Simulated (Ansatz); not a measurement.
# Ligand exchange: Sn(CH3)(SH) + BH2(SH) → Sn(SH)2 + BH2(CH3)

Species: Sn(CH3)(SH), singlet; BH2(SH), singlet; Sn(SH)2, singlet; BH2(CH3), singlet. The partners trade CH3 for SH: Sn–CH3 and B–SH bonds give way to Sn–SH and B–CH3.

Shapes, held fixed at every level: PBE0-D4/def2-TZVP. Flexible molecules stand in one conformer, not always the lowest. Programs: Ansatz 0.2.0. The zero-point and thermal change to 298 K, harmonic and unscaled (PBE0-D4/def2-TZVP), is -1.0 kJ/mol.

```tsv
level	kind	ΔH(298 K) (kJ/mol)	less CCSD(T)/def2-TZVPP
PBE-D4/def2-TZVPP	GGA	-27.1	-8.1
r2SCAN-D4/def2-TZVPP	meta-GGA	-29.2	-10.2
wB97X-V/def2-TZVPP	range-separated hybrid	-26.5	-7.5
MP2/def2-SVP	perturbation theory	-16.7	+2.3
CCSD/def2-SVP	coupled cluster or CI	-16.9	+2.1
CCSD/def2-TZVPP	coupled cluster or CI	-21.0	-2.0
CCSD(T)/def2-TZVPP	coupled cluster or CI	-19.0	0.0
```

The highest level, CCSD(T)/def2-TZVPP, gives ΔH(298 K) = -19.0 kJ/mol; the levels span -29.2 to -16.7. The column of differences is taken from that level and isn't an error. No measured value is set beside it here. For atoms past krypton def2 sets carry core potentials with scalar relativity. Correlated rows may include outer-core shells of Sn, which these sets cover unevenly.

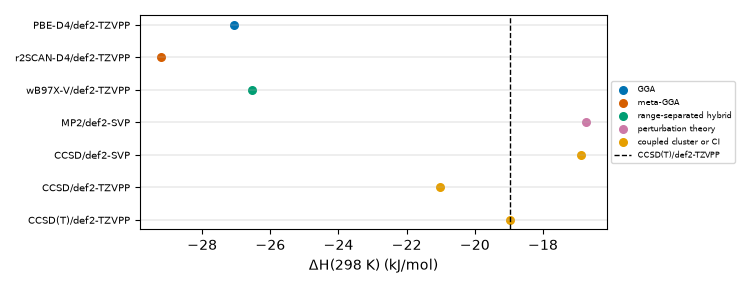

The values of the table, level by level.
